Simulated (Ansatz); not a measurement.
# TiSn (model cell, started as zinc blende): following an unstable mode

Which phase does TiSn (model cell, started as zinc blende) fall into along its unstable mode, and how much energy does it gain?

Method: DFT PBEsol, scalar-relativistic, plane waves, PAW, in Ansatz 0.2.0.

The structure was built from a prototype and need not be the compound's stable phase.

### Step 1. The starting structure

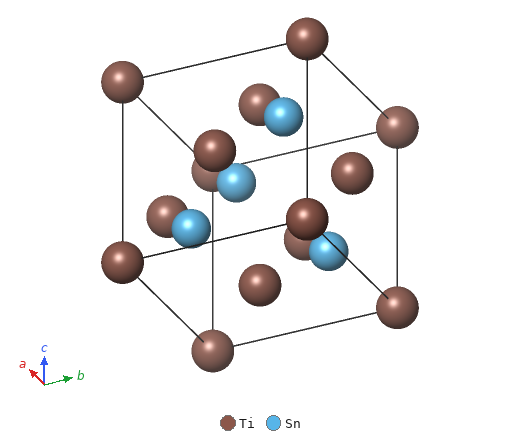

The cell as given, from a free direction (titanium brown, tin blue). This picture shows the conventional cell, with its axes. Some periodic images of atoms are drawn too.

Coordinates:

```cif
data_structure
_symmetry_space_group_name_H-M 'P 1'
_symmetry_Int_Tables_number 1
_cell_length_a 4.4003
_cell_length_b 4.4003
_cell_length_c 4.4003
_cell_angle_alpha 60.000
_cell_angle_beta 60.000
_cell_angle_gamma 60.000
_cell_volume 60.25
loop_
_atom_site_label
_atom_site_type_symbol
_atom_site_fract_x
_atom_site_fract_y
_atom_site_fract_z
_atom_site_occupancy
Ti1 Ti 0.00000 0.00000 0.00000 1
Sn2 Sn 0.25000 0.25000 0.25000 1
```

### Step 2. The dispersion

The cell comes from relaxations at this level that are not shown. Stability and thermal properties need the whole zone. Linear response on a 4×4×4 q mesh gives force constants as far as a supercell of that size would.

input.yaml reads:

```yaml
crystal:
  lattice:
    - [0.0, 3.1114707669, 3.1114707669]
    - [3.1114707669, 0.0, 3.1114707669]
    - [3.1114707669, 3.1114707669, 0.0]
  atoms:
    - { symbol: Ti, position: [0.0, 0.0, 0.0] }
    - { symbol: Sn, position: [0.25, 0.25, 0.25] }
kpoints:
  mp_grid: { grid: [12, 12, 12] }
hamiltonian:
  xc: pbesol
scf:
  occupations: { method: gaussian, width: 0.01 }
output:
  eigenvalues: true
phonons:
  method: dfpt
  qmesh: [4, 4, 4]
  temperatures: { t_max: 1000, t_step: 50 }
  qpath:
    path:
      - [[0.0, 0.0, 0.0], [-0.5, -0.5, 0.0], [-0.375, -0.375, 0.25]]
      - [[-0.375, 0.0, 0.375], [0.0, 0.0, 0.0], [0.0, 0.0, 0.5], [-0.5, -0.25, 0.25], [-0.5, -0.5, 0.0]]
    npoints: 10
```

Started as:

```sh
$ ansatz run input.yaml --threads 4 --pin off --max-ram 7168MiB --backend cpu --events-out ev --progress --plain --runs-dir out
```

Numbers of over 12 decimals in the logs are rounded to 6 here.

Output:

```text
Warning: phonons: the dynamical matrix that this run interpolates holds no multipole term above the dipole-dipole one, and a site of this crystal is no centre of inversion, so its interpolated transverse optical and acoustic branches and sound speeds can stay off near Gamma, and the density of states and the thermodynamics with them. What a run solves at a wave vector of phonons.qpoints, Gamma apart, where the deck admits one, is free of this, and under fd what a larger phonons.supercell samples
Engine: ansatz 0.2.0, aarch64-unknown-linux-gnu
Pseudopotentials: kind: paw
Pseudopotential: Ti, paw, valence charge 12, recommended cutoff 420 eV (normal), Ti.paw.azcp
Pseudopotential: Sn, paw, valence charge 14, recommended cutoff 420 eV (normal), Sn.paw.azcp
Functional definition: PBEsol
  exchange = pbesol_x
  correlation = pbesol_c
Crystal: 2 atoms, lattice volume = 60.246 Å³
Basis set: ecut = 420 eV, 1243 PW (Γ), exchange–correlation on 60×60×60 points (8 copies of the dense FFT grid, shifted against one another)
Bands: 17, of which v1, the nominal top of the filled ones, is band 13 counted from 1 (12 counted from 0)
Symmetry: 24 space group operations
k-points: 72 of 1728 (time reversal used)
Non-local potential: Ti, projectors of the file, l = 0: 3, l = 1: 2, l = 2: 3, l = 3: 1
Non-local potential: Sn, projectors of the file, l = 0: 2, l = 1: 2, l = 2: 2, l = 3: 2
PAW form: soft (Blöchl's): semilocal exchange-correlation on the pseudo side does not see the compensation charge
PAW frozen core: Ti, regenerated for the run's functional, and the local potential with it (the file was generated under x = pbe(κ = 0.804, μ = 0.219515), c = pbe(β = 0.066725))
PAW frozen core: Sn, regenerated for the run's functional, and the local potential with it (the file was generated under x = pbe(κ = 0.804, μ = 0.219515), c = pbe(β = 0.066725))
PAW one-centre angular grid: Ti, 590 points (default); XC on 64 Gauss nodes
PAW one-centre angular grid: Sn, 590 points (default); XC on 64 Gauss nodes
Initial density: superposition of atomic densities (neutral atoms: chi_scale 0, normalization atom), corrected by the library's trained network
Initial wavefunctions: pseudopotential atomic-orbital guess
Functional: x = pbesol(κ = 0.804, μ = 0.123457), c = pbesol(β = 0.046)
SCF iter   1: F=—  HF=-8422.034136 eV  |F-HF|=—  |Δ(HF+E_count)|=         —  Δρ=1.08e-2  dr2=9.63e-2  ethr=1.77e-3  ⟨swp⟩=6.2  Hψ=6565  notcnv=0
preconditioner: auto → none  [insulator: Δε(μ)=0.247 eV  Ē_g=13.809 eV  σ=0.010 eV  W_gap=1.00  n_scr=14 (ndim 8)  ℏωp=20.3 eV  f_vac=0.002  D(μ)=0.00/eV (n_scr^D=0)  ε∞_Penn≈3.2]
SCF iter   2: F=—  HF=-8422.021039 eV  |F-HF|=—  |Δ(HF+E_count)|=   1.31e-2  Δρ=2.66e-3  dr2=4.68e-3  ethr=3.70e-4  ⟨swp⟩=2.0  Hψ=2088  notcnv=0
SCF iter   3: F=—  HF=-8422.020687 eV  |F-HF|=—  |Δ(HF+E_count)|=   3.51e-4  Δρ=4.86e-4  dr2=5.13e-5  ethr=1.80e-5  ⟨swp⟩=2.0  Hψ=1709  notcnv=0
SCF iter   4: F=—  HF=-8422.020741 eV  |F-HF|=—  |Δ(HF+E_count)|=   5.39e-5  Δρ=5.69e-5  dr2=1.65e-6  ethr=1.97e-7  ⟨swp⟩=2.0  Hψ=1631  notcnv=0
SCF iter   5: F=—  HF=-8422.020743 eV  |F-HF|=—  |Δ(HF+E_count)|=   1.67e-6  Δρ=4.03e-6  dr2=5.98e-9  ethr=6.35e-9  ⟨swp⟩=2.0  Hψ=1436  notcnv=0
SCF iter   6: F=—  HF=-8422.020743 eV  |F-HF|=—  |Δ(HF+E_count)|=   1.14e-9  Δρ=1.61e-6  dr2=1.36e-9  ethr=2.30e-11  ⟨swp⟩=2.2  Hψ=2187  notcnv=0
SCF iter   7: F=—  HF=-8422.020743 eV  |F-HF|=—  |Δ(HF+E_count)|=  5.69e-10  Δρ=4.21e-7  dr2=1.27e-10  ethr=5.22e-12  ⟨swp⟩=2.0  Hψ=1872  notcnv=0
SCF iter   8: F=-8422.020743 eV  HF=-8422.020743 eV  |F-HF|=1.82e-12  |Δ(HF+E_count)|=  1.64e-11  Δρ=4.75e-8  dr2=1.47e-12  ethr=1.00e-12  ⟨swp⟩=4.9  Hψ=5145  notcnv=0
SCF 1 converged in 8 iterations: F = -8422.020743 eV  dr2 = 1.47e-12
  greatest PAW one-centre occupation: 0.999 electrons in one spin orbital (limit 2), on the Ti atom at site 0 (counted from 0), in its partial waves of l = 0
Initial density: read from a saved state, or passed on in memory by an earlier SCF of this step, an earlier step, the calling program or the single point that the run made first
iter 1 solved again at ethr=1.47e-7 eV; its pass at ethr=3.10e-3 eV (dr2=3.83e-5 eV) is discarded
SCF iter   1: F=—  HF=-8422.020745 eV  |F-HF|=—  |Δ(HF+E_count)|=         —  Δρ=4.39e-7  dr2=1.14e-10  ethr=1.47e-7  ⟨swp⟩=3.4  Hψ=9179  notcnv=0
eigensolver tolerance schedule: the retry pair's looser diagonalisation over-reported the residual by 335914.26 of it (diagonalisation noise at an unbounded share of the residual, at the tolerance the schedule requests for it); recorded, not acted on — ethr = c·dr2/N_el stays at c = 1.0e-1
preconditioner: auto → none  [insulator: Δε(μ)=0.197 eV  Ē_g=13.678 eV  σ=0.010 eV  W_gap=1.00  n_scr=14 (ndim 8)  ℏωp=20.3 eV  f_vac=0.002  D(μ)=0.00/eV (n_scr^D=0)  ε∞_Penn≈3.2]
[...]
iter 7 did not close the SCF: its close was put off for the readings that it lacked (scf_convergence_deferred on its scf_iter line)
SCF iter   7: F=-8422.020743 eV  HF=-8422.020743 eV  |F-HF|=0.00e0  |Δ(HF+E_count)|=    0.00e0  Δρ=8.42e-9  dr2=2.82e-14  ethr=1.00e-12  ⟨swp⟩=1.0  Hψ=1224  notcnv=0
SCF iter   8: F=-8422.020743 eV  HF=-8422.020743 eV  |F-HF|=1.82e-12  |Δ(HF+E_count)|=    0.00e0  Δρ=8.84e-10  dr2=3.00e-16  ethr=1.00e-12  ⟨swp⟩=1.0  Hψ=2736  notcnv=0
SCF 2 converged in 8 iterations: F = -8422.020743 eV  dr2 = 3.00e-16
k-points: 280 of 1728 (irreducible under 4 space group operations, time reversal used)
iter 1 solved again at ethr=2.99e-9 eV; its pass at ethr=3.10e-3 eV (dr2=7.77e-7 eV) is discarded
SCF iter   1: F=—  HF=-8422.020743 eV  |F-HF|=—  |Δ(HF+E_count)|=         —  Δρ=6.30e-8  dr2=2.07e-12  ethr=2.99e-9  ⟨swp⟩=3.8  Hψ=36982  notcnv=0  defer=560
eigensolver tolerance schedule: the retry pair's looser diagonalisation over-reported the residual by 374609.50 of it (diagonalisation noise at 0.57 of the residual, at the tolerance the schedule requests for it); recorded, not acted on — ethr = c·dr2/N_el stays at c = 1.0e-1
preconditioner: auto → none  [insulator: Δε(μ)=0.197 eV  Ē_g=13.678 eV  n_scr=14 (ndim 8)  ℏωp=20.3 eV  f_vac=0.002  ε∞_Penn≈3.2]
SCF iter   2: F=-8422.020743 eV  HF=-8422.020743 eV  |F-HF|=9.09e-12  |Δ(HF+E_count)|=   2.11e-8  Δρ=1.11e-7  dr2=1.06e-11  ethr=1.00e-12  ⟨swp⟩=6.9  Hψ=18209  notcnv=0
SCF 3 converged in 2 iterations: F = -8422.020743 eV  dr2 = 1.06e-11
NSCF: frozen V_eff on 1 k-points
[...]
SCF iter   4: F=-8422.018301 eV  HF=-8422.018301 eV  |F-HF|=3.68e-8  |Δ(HF+E_count)|=   1.67e-8  Δρ=6.31e-6  dr2=4.15e-8  ethr=4.54e-10
SCF 1 converged in 4 iterations: F = -8422.018301 eV  dr2 = 4.15e-8
DFPT response loops at Γ: preconditioner auto → none (the input reference at scf.mixing.eps_inf says where Resta's filter doesn't serve); β = 0.50; Broyden in place of MSR1
NSCF: frozen V_eff on 72 k-points
NSCF: frozen V_eff on 163 k-points
DFPT response loops at q = (0, 0, 0) (fractional): preconditioner auto → Resta (q_TF=auto, 2.372 Å⁻¹)  ε∞=17.5 (no band partly filled); β = 1.00, the filter's whole step (`scf.mixing.beta` (0.50) is not read by the response loops at its default; to damp them type it under 1.00, their step now; it binds the ground state too); Broyden in place of MSR1
NSCF: frozen V_eff on 1872 k-points
DFPT response loops at q = (0, 0, 0.25) (fractional): mixed as the last ones told, above
NSCF: frozen V_eff on 952 k-points
DFPT response loops at q = (0, 0, -0.5) (fractional): mixed as the last ones told, above
NSCF: frozen V_eff on 1020 k-points
DFPT response loops at q = (0, 0.25, 0.25) (fractional): mixed as the last ones told, above
NSCF: frozen V_eff on 3456 k-points
DFPT response loops at q = (0, 0.25, -0.5) (fractional): mixed as the last ones told, above
NSCF: frozen V_eff on 1872 k-points
DFPT response loops at q = (0, 0.25, -0.25) (fractional): mixed as the last ones told, above
NSCF: frozen V_eff on 560 k-points
DFPT response loops at q = (0, -0.5, -0.5) (fractional): mixed as the last ones told, above
NSCF: frozen V_eff on 1020 k-points
DFPT response loops at q = (0.25, -0.5, -0.25) (fractional): mixed as the last ones told, above
SCF converged after 8 iterations
Free energy (F): -8422.020743 eV
Harris-Foulkes:  -8422.020743 eV  (|F-HF|=1.82e-12)
Internal energy: -8422.020743 eV  (E = F + TS)
E sigma→0 (E₀):  -8422.020743 eV
Fermi energy:    7.078995 eV
--- Per-component energies (eV) ---
  E_band       = -351.947439
  E_kinetic    = 458.447739
  E_local      = -2319.300522  (includes V_loc(G=0)·N_el)
  E_nonlocal   = -19.079172
  E_hartree    = 1135.423166
  E_xc         = -474.056778
  E_vxc        = -216.011318  (∫ρ·V_xc dr)
  E_paw        = -5088.567694  (= ΣΔE_a)
  E_vpaw       = -526.850583  (= ΣTr[D̂ρ^β])
  E_aug_tail   = 0.000111  (compensation charges beyond the density's cutoff)
  E_ewald      = -2115.311818
  E_core_change = 0.424224  (= ΣΔE_core)
  E_smearing   = -0.000000  (= −TS)
  E_closure    = 0.000000  (closes the sum)
  Σ components = -8422.020743   (vs F -8422.020743, Δ=0.00e0)
--- Band table (eV; the first three rows and the last of 72) ---
  k-point 0: bands = [... 9 lower, -0.8285, 6.2296, 6.2296, 6.2296, 7.8531, 7.8531, 12.0542, 12.7168]
  k-point 1: bands = [... 9 lower, -0.7629, 6.1246, 6.2508, 6.2508, 7.8397, 7.8397, 11.5895, 12.4845]
  k-point 2: bands = [... 9 lower, -0.5728, 5.8391, 6.3051, 6.3051, 7.8141, 7.8141, 10.5466, 12.0347]
  k-point 71: bands = [... 9 lower, 0.9752, 5.3266, 5.5220, 6.7567, 7.2341, 7.8908, 8.1110, 8.5962]
--- Phonons (Γ-DFPT): 2 representative perturbations + reference (Σ response iterations 6) ---
  ASR residual: 4.928e-5 → 0.000e0 eV/Å²; symmetrization residual: 6.796e-6 eV/Å²
  ASR residual per site (eV/Å²): 4.93e-5 4.26e-5
  Γ frequencies (cm⁻¹): 0.00 0.00 0.00 214.87 214.87 214.87
  Unit cell's response to a homogeneous field: 3 representative field directions (Σ response iterations 15)
  ε∞ (high-frequency dielectric tensor):
       37.305788     0.000000    -0.000000
        0.000000    37.305788    -0.000000
       -0.000000    -0.000000    37.305788
  ε⁰ (static dielectric tensor): not given — the deck does not say what the cell's rigid motions are, and on a molecule in a box or a wire the rigid rotations would enter the sum over the modes at Γ. For a crystal or a slab, whose only rigid motions are the translations, set phonons.rigid_motions: translations.
  Born effective charges Z* (e; rows j = field, columns β = displacement):
    site 0:
         4.40494   -0.00000   -0.00000
         0.00000    4.40494    0.00000
         0.00000    0.00000    4.40494
    site 1:
        -4.40494    0.00000    0.00000
        -0.00000   -4.40494   -0.00000
        -0.00000   -0.00000   -4.40494
  Z* charge neutrality: 3.059e-3 e pre-enforcement
  solved inside a basis spanned on the 12×12×12 k-mesh, on 12×12×12 k-points, its susceptibility summed on 16×16×16: ε∞ is read to err by 1.7e-1, Z* by 3.1e-2 e; Z* is corrected for what the basis lacks
  optical modes at Γ without the LO–TO term, one row a degenerate level:
      ω (cm⁻¹)  modes    IR ((D/Å)²/amu)
        214.87      3            39.3690
  optical modes at Γ + LO–TO along q̂ = [1.0000, 0.0000, 0.0000]:
      ω (cm⁻¹)  modes    IR ((D/Å)²/amu)
        214.87      2            26.2460
        242.12      1            13.1230
  optical modes at Γ + LO–TO along q̂ = [0.0000, 1.0000, 0.0000]:
      ω (cm⁻¹)  modes    IR ((D/Å)²/amu)
        214.87      2            26.2460
        242.12      1            13.1230
  optical modes at Γ + LO–TO along q̂ = [0.0000, 0.0000, 1.0000]:
      ω (cm⁻¹)  modes    IR ((D/Å)²/amu)
        214.87      2            26.2460
        242.12      1            13.1230
--- Phonons (arbitrary-q DFPT): 8 irreducible q on the 4×4×4 mesh ---
  q = [0.0000, 0.0000, 0.0000] (star 1, of the zone-centre solve; hermiticity 2.35e-6, symmetrization 6.31e-13): -0.00 -0.00 0.00 214.87 214.87 214.87
  q = [0.0000, 0.0000, 0.2500] (star 8, 2 solved perturbations on 936 of 1728 k-point pairs; hermiticity 1.44e-6, symmetrization 5.53e-13): -25.53 -25.53 61.03 220.40 220.40 235.20
  q = [0.0000, 0.0000, -0.5000] (star 4, 2 solved perturbations on 476 of 1728 k-point pairs; hermiticity 1.71e-6, symmetrization 3.70e-12): -31.38 -31.38 88.97 220.12 225.72 225.72
  q = [0.0000, 0.2500, 0.2500] (star 6, 4 solved perturbations in 1608 linear systems a pass and spin channel, the states on 510 of 1728 k-point pairs; hermiticity 2.89e-6, symmetrization 9.85e-13): -36.34 -36.34 76.42 218.26 218.26 229.24
  q = [0.0000, 0.2500, -0.5000] (star 24, 4 solved perturbations in 5328 linear systems a pass and spin channel, the states on 1728 of 1728 k-point pairs; hermiticity 1.61e-6, symmetrization 1.08e-12): -51.87 -39.73 112.68 209.94 218.18 222.23
  q = [0.0000, 0.2500, -0.2500] (star 12, 4 solved perturbations in 2892 linear systems a pass and spin channel, the states on 936 of 1728 k-point pairs; hermiticity 2.14e-6, symmetrization 1.34e-12): -49.95 -34.14 100.78 214.80 220.52 224.03
  q = [0.0000, -0.5000, -0.5000] (star 3, 4 solved perturbations in 886 linear systems a pass and spin channel, the states on 280 of 1728 k-point pairs; hermiticity 3.82e-6, symmetrization 1.13e-12): -45.59 -45.59 125.55 199.21 217.54 217.54
  q = [0.2500, -0.5000, -0.2500] (star 6, 4 solved perturbations in 1544 linear systems a pass and spin channel, the states on 510 of 1728 k-point pairs; hermiticity 8.13e-7, symmetrization 3.17e-12): -54.06 -50.49 130.02 197.93 211.34 223.08
  sum rule: each row above includes the acoustic sum rule's correction from the zone centre's row sums; it moved no ω² by more than (0.53 cm⁻¹)²
  mesh force constants: q→R imaginary residual 2.88e-18; ASR residual 4.928e-5 → 0.000e0 eV/Å²; symmetrization residual 6.217e-15 eV/Å²
  interpolated dispersion: 63 rows × 6 modes
  density of states and harmonic sums: on the 20×20×20 q-mesh, interpolated from the force constants of a 4×4×4 supercell (with the dipole–dipole term)
  largest difference from the sums on the solved wave vectors: F 4.58e-3 eV, S 5.92e-6 and C_V 1.33e-6 eV/K
  zero-point energy: 0.046848 eV/cell   skipped modes (ω ≤ 0): 513, of them read as no rigid motion or as one in doubt: 510 (2.000e0 modes/cell left out, lowest -58.73 cm⁻¹)   left out of the sums: 3.33e-1 of the cell's modes: C_V's classical limit lies that fraction below 3 k_B per atom; for a crystal, a wire or a layer, F and S can be off by more, and a phonons.interpolated_qmesh denser along its periods is the remedy for the sampling
```

It took 7.4 min on 4 threads of Arm Neoverse V1, shared host; peak memory 4 GiB; 29 min of CPU time.

Numbers from this step:

| Quantity | Value |
| --- | --- |
| gap on the k-mesh | 0.1970 eV |
| volume per atom | 30.12 Å³ |
| sum-rule residual before enforcement | 4.93e-5 eV/Å² |
| lowest frequency on the path | -58.95 cm⁻¹ |
| point group | -43m |
| highest frequency on the path or at a solved wavevector | 242.1 cm⁻¹ |
| highest optical mode at the zone centre (no LO-TO term) | 214.9 cm⁻¹ |
| lowest optical zone-centre mode | 214.9 cm⁻¹ |
| lowest mode on the q mesh (acoustic modes at Γ apart) | -54.06 cm⁻¹ |

Frequencies (cm⁻¹) solved at each irreducible wavevector; negative means imaginary. Frequencies by wavevector, by row:

```csv
q in reciprocal lattice units,star,mode 1,mode 2,mode 3,mode 4,mode 5,mode 6
0 0 0,1,0,0,0,214.9,214.9,214.9
0 0 0.25,8,-25.5,-25.5,61,220.4,220.4,235.2
0 0 -0.5,4,-31.4,-31.4,89,220.1,225.7,225.7
0 0.25 0.25,6,-36.3,-36.3,76.4,218.3,218.3,229.2
0 0.25 -0.5,24,-51.9,-39.7,112.7,209.9,218.2,222.2
0 0.25 -0.25,12,-50,-34.1,100.8,214.8,220.5,224
0 -0.5 -0.5,3,-45.6,-45.6,125.5,199.2,217.5,217.5
0.25 -0.5 -0.25,6,-54.1,-50.5,130,197.9,211.3,223.1
```

Interpolated from a 4×4×4 q mesh, with the LO-TO term (at Γ the limit along the path; where Γ stands inside the path, tables give the limit on arrival). Phonon branches along the path, in cm⁻¹:

```csv
point,branch 1,branch 2,branch 3,branch 4,branch 5,branch 6
Γ,0,0,0,215,215,242
X,-46,-46,126,199,218,218
U,-57,-44,126,201,215,222
jump to K,-57,-44,126,201,215,222
Γ,0,0,0,215,215,242
L,-31,-31,89,220,226,226
W,-54,-50,130,198,211,223
X,-46,-46,126,199,218,218
```

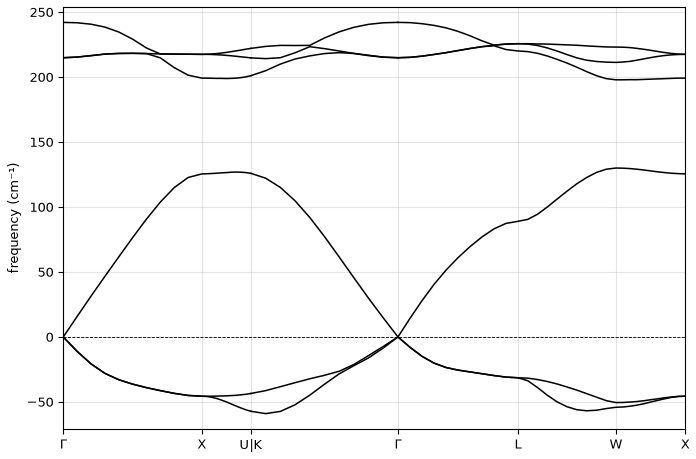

Phonon branches along the path.

Symmetry leaves 8 wavevectors to solve. The lowest mode among them, the acoustic zeros apart, lies at q = (0.25, -0.5, -0.25) and is imaginary, 54.1i cm⁻¹, so the energy falls along it. Between them the interpolated path dips to 59i cm⁻¹.

### Step 3. The mode frozen in, largest atomic shift 0 Å

The mode followed lies at q = (0.25, -0.5, -0.25) with frequency 54.1i cm⁻¹, the softest among the wavevectors solved. At small amplitude the distorted cell has space group no. 121 by a symmetry search on the positions. The undistorted cell that holds it gives the zero of energy on the same k mesh.

System of this step: TiSn (model cell, started as zinc blende). The structure is cubic, space group F-43m (No. 216). Conventional cell: a = 6.223 Å, b = 6.223 Å, c = 6.223 Å, α = 90.00°, β = 90.00°, γ = 90.00°. Nearest to Ti lie 4 Sn at 2.69 Å. Nearest to Sn lie 4 Ti at 2.69 Å. Farther neighbours are not listed.

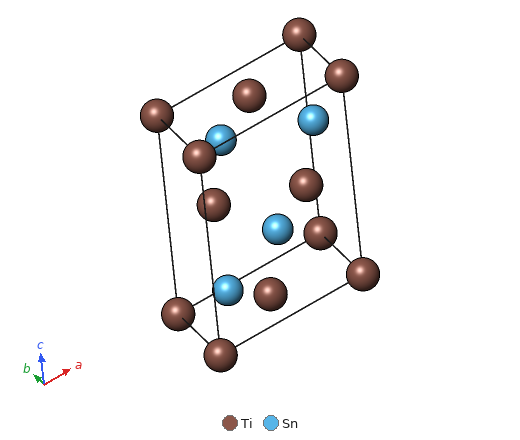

The cell of this step (titanium brown, tin blue). Some periodic images of atoms are drawn too.

input.yaml reads:

```yaml
crystal:
  lattice:
    - [0.0, 0.0, -6.2229415338]
    - [6.2229415338, 0.0, 0.0]
    - [3.1114707669, -6.2229415338, -3.1114707669]
  atoms:
    - { symbol: Ti, position: [0.75, 0.25, 0.5] }
    - { symbol: Ti, position: [0.25, 0.75, 0.5] }
    - { symbol: Ti, position: [0.5, 0.5, 0.0] }
    - { symbol: Ti, position: [0.0, 0.0, 0.0] }
    - { symbol: Sn, position: [0.625, 0.625, 0.25] }
    - { symbol: Sn, position: [0.125, 0.125, 0.25] }
    - { symbol: Sn, position: [0.375, 0.875, 0.75] }
    - { symbol: Sn, position: [0.875, 0.375, 0.75] }
kpoints:
  mp_grid: { grid: [6, 6, 6] }
hamiltonian:
  xc: pbesol
scf:
  occupations: { method: gaussian, width: 0.01 }
output:
  forces: true
  stress: true
  eigenvalues: true
```

Output:

```text
[...]
Crystal: 8 atoms, lattice volume = 240.983 Å³
Basis set: ecut = 420 eV, 4757 PW (Γ), exchange–correlation on 90×90×108 points (8 copies of the dense FFT grid, shifted against one another)
Bands: 63, of which v1, the nominal top of the filled ones, is band 52 counted from 1 (51 counted from 0)
Symmetry: 32 space group operations
[...]
k-point 0: bands = [... 48 lower, 6.7567, 6.7567, 6.9803, 6.9803, 7.1773, 7.2341, 7.2341, 7.8530, ... 6 higher]
  k-point 1: bands = [... 48 lower, 6.8058, 6.8058, 6.8695, 6.8695, 7.1992, 7.2242, 7.2242, 7.8018, ... 6 higher]
  k-point 2: bands = [... 48 lower, 6.6957, 6.6957, 6.9151, 6.9151, 7.1982, 7.1982, 7.2996, 7.6612, ... 6 higher]
  k-point 29: bands = [... 48 lower, 6.4650, 6.4650, 6.5293, 6.5293, 7.7788, 7.7788, 7.9087, 7.9087, ... 6 higher]
[key lines of the parts left out:]
SCF converged after 7 iterations
Free energy (F): -33688.082785 eV
Fermi energy:    7.078965 eV
P = ⅓ Tr σ = 0.0094 GPa (0.094 kbar)
```

Run time: 10 s. Hardware: 4 threads; peak memory 0.8 GiB.

Numbers from this step:

```
pressure                         : 0.009423 GPa
energy from the undistorted cell : 0 meV/atom
```

The run ends at a pressure of 0.01 GPa.

[end of part 1 of 3]

[Logs are printed without paths, hosts, clocks, repeated set-up lines and the standing remarks that a program may print on its own settings, such as how far it seeks lower states.]

[Hosts, paths, dates, database ids (printed as entryN), source tags and the programs' standing remarks are cut or masked in the printed files.]
